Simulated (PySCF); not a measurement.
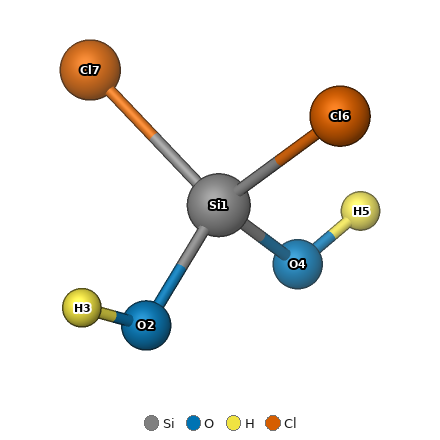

SiH₂O₂Cl₂ (Si(OH)2Cl2), SMILES O[Si](O)(Cl)Cl. Vertical core-electron binding energies by ΔSCF (SCAN, pcX-2 on the ionised atom, pcseg-1 elsewhere, spin-free X2C; PySCF, at a PBE0-D3(BJ)/def2-SVP geometry (no frequency check)), gas phase, against the vacuum level. One atom of each kind was ionised; within a panel, areas follow the number of like atoms and 2j + 1 (2p levels are split by first-order spin-orbit coupling, an approximation), Gaussians of 0.8 eV full width. Only the regions named are shown.

Predict the Cl 2p photoelectron lines.

Answer.
```tsv
level	atoms	binding energy (eV)
Cl 2p1/2	Cl6, Cl7	208.2
Cl 2p3/2	Cl6, Cl7	206.5
```

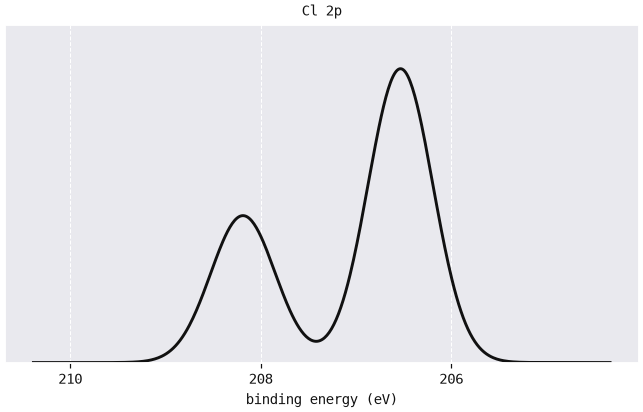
